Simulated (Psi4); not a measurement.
**CH4FSi (SMILES FC[SiH2]): a first try and a second**

Aim: the vertical excitations of CH4FSi at TDHF/6-31G** (Cholesky decomposition, Cartesian functions, tdscf states 10).

The calculation is run with Psi4 1.11.

2 further runs of the same task are left out: 2 set aside as unsound or not needed.

### 1 The structure to begin with

The species is CH4FSi (7 atoms), meant as a doublet with charge 0. As SMILES, `FC[SiH2]`. The coordinates come from a GFN2-xTB relaxation. This is one conformer, not always the lowest.

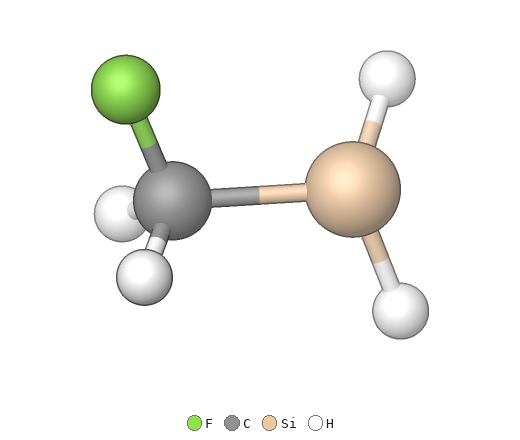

The structure, seen from a chosen angle (fluorine green, carbon grey, silicon light orange, hydrogen white).

### 2 Try one

The input, input.dat:

```
memory 1.6 GB

molecule m {
  0 2
  F     -1.836860    -0.025350     0.073010
  C     -0.586200    -0.230660    -0.476650
  Si     0.775350     0.009120     0.848120
  H     -0.597080    -1.238190    -0.902400
  H     -0.496440     0.488720    -1.298130
  H      0.669960     1.311040     1.488860
  H      2.071270    -0.314670     0.267190
  symmetry c3v
}

set basis 6-31G**
set reference uhf
set scf_type cd
set tdscf_states 10
set tdscf_tda false

E = energy("td-scf")
```

Command:

```
$ psi4 -i input.dat -o output.dat -n 1
```

output.dat:

```text
Psi4 1.11 release

RuntimeError:
Fatal Error: PointGroup: Unknown point group name provided.

Printing out the relevant lines from the Psithon --> Python processed input file:
    from psi4.driver.wrapper_database import database, db, DB_RGT, DB_RXN
    from psi4.driver.wrapper_autofrag import auto_fragments
    psi4_io = core.IOManager.shared_object()
    core.set_memory_bytes(1600000000)

--> m = geometry("""
      0 2
      F     -1.836860    -0.025350     0.073010
      C     -0.586200    -0.230660    -0.476650
      Si     0.775350     0.009120     0.848120
      H     -0.597080    -1.238190    -0.902400

!----------------------------------------------------------------------------------!
!                                                                                  !
! Fatal Error: PointGroup: Unknown point group name provided.                      !
!                                                                                  !
!----------------------------------------------------------------------------------!

    Psi4 run time: 0:00:00.00
```

Run time: 0.77 s. Hardware: 1 thread of Intel Xeon 6975P-C (Granite Rapids), shared host; peak memory 0.13 GiB.

### 3 Diagnosis

The program stopped with an error.

The log says `Fatal Error: PointGroup: Unknown point group name provided.`. What is wrong: the input holds a word that the program doesn't know. To mend it: symmetry c1 in place of c3v.

### 4 Try two

The input, ch4fsi.in:

```
memory 1.6 GB

molecule {
  0 2
  F     -1.836860    -0.025350     0.073010
  C     -0.586200    -0.230660    -0.476650
  Si     0.775350     0.009120     0.848120
  H     -0.597080    -1.238190    -0.902400
  H     -0.496440     0.488720    -1.298130
  H      0.669960     1.311040     1.488860
  H      2.071270    -0.314670     0.267190
  symmetry c1
}

set globals {
  basis        6-31G**
  reference    uhf
  scf_type     cd
  tdscf_states 10
  tdscf_tda    false
}

energy("td-hf")
print_variables()
```

Command:

```
$ psi4 -i ch4fsi.in -o ch4fsi.out -n 1
```

ch4fsi.out, cut to the lines that bear on the results:

```text
[...]
  Running in c1 symmetry.
[...]
  Nuclear repulsion =  101.127698508504722
[...]
  Multiplicity = 2
[...]
  Nalpha       = 17
  Nbeta        = 16
[...]
    Number of basis functions: 69
[...]
   @UHF iter   1:  -428.44398111018882   -7.57190e-01   3.63246e-03 ADIIS/DIIS
[...]
   @UHF iter   9:  -428.48996745053972   -3.05817e-08   7.25563e-07 DIIS
[...]
   @S^2 Observed:                7.541400163E-01
[...]
  @UHF Final Energy:  -428.48996745053972
   => Energetics <=
    Nuclear Repulsion Energy =            101.1276985085047215
    One-Electron Energy =                -795.1511771744440011
    Two-Electron Energy =                 265.5335112153995283
    Total Energy =                       -428.4899674505397229
  UHF NO Occupations:
  HONO-2 :   15  A 1.9997211
  HONO-1 :   16  A 1.9984521
[...]
 Multipole Moments:
 ------------------------------------------------------------------------------------
     Multipole            Electronic (a.u.)      Nuclear  (a.u.)        Total (a.u.)
 ------------------------------------------------------------------------------------
 L = 1.  Multiply by 2.5417464519 to convert [e a0] to [Debye]
 Dipole X            :         -3.4671883            4.1284031            0.6612147
 Dipole Y            :         -0.4659850            0.3788199           -0.0871651
 Dipole Z            :          0.9815296           -1.3175934           -0.3360638
 Magnitude           :                                                    0.7468209
[...]
**********                               WARNING                                **********
**********       The names of excited state variables changed between 1.5       **********
[...]
**********                               WARNING                                **********
**********  Length-gauge rotatory strengths are **NOT** gauge-origin invariant  **********
[...]
                                    Excitation Energy         Total Energy        Oscillator Strength             Rotatory Strength
[...]
Excited State    1 (1 A):   0.21115 au   215.79 nm f = 0.0615
[...]
Excited State    7 (1 A):   0.31955 au   142.58 nm f = 0.0022
[...]
Excited State    8 (1 A):   0.34105 au   133.60 nm f = 0.0987
[...]
Excited State    9 (1 A):   0.35508 au   128.32 nm f = 0.0031
[...]
Excited State   10 (1 A):   0.35837 au   127.14 nm f = 0.0049
[...]
```

Run time: 4.5 s. Hardware: 1 thread of Intel Xeon 6975P-C (Granite Rapids), shared host; peak memory 0.24 GiB.

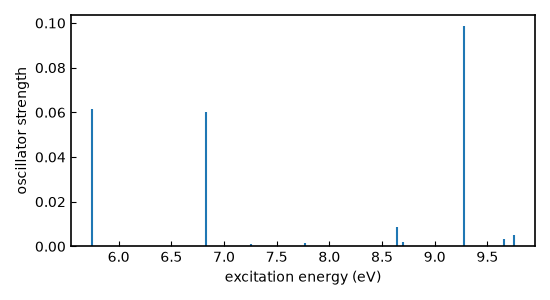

Vertical excitations as sticks.

The roots found:

```
excited state  energy (eV)  strength  label
            1        5.746    0.0615    A 1
            2        6.427    0.0004    A 1
            3        6.833    0.0600    A 1
            4        7.253    0.0009    A 1
            5        7.765    0.0014    A 1
            6        8.641    0.0086    A 1
            7        8.695    0.0022    A 1
            8        9.280    0.0987    A 1
            9        9.662    0.0031    A 1
           10        9.752    0.0049    A 1
```

### 5 Summary of results

At TDHF/6-31G** (Cholesky decomposition, Cartesian functions, tdscf states 10):

| quantity | value |
| --- | --- |
| ground-state or mean-field energy | -428.48997 Eh |
| dipole moment (Hartree–Fock density) | 1.90 D |
| HOMO energy (Hartree–Fock orbitals) (highest over α and β) | -8.90 eV |
| LUMO energy (Hartree–Fock orbitals) (lowest over α and β) | 1.40 eV |
| ⟨S²⟩ of the reference determinant | 0.754 |
| lowest excitation energy | 5.75 eV |

In words: The brightest of the 10 transitions from the ground state lies at 9.28 eV (134 nm, f = 0.099); the lowest, at 5.75 eV, has f = 0.062.
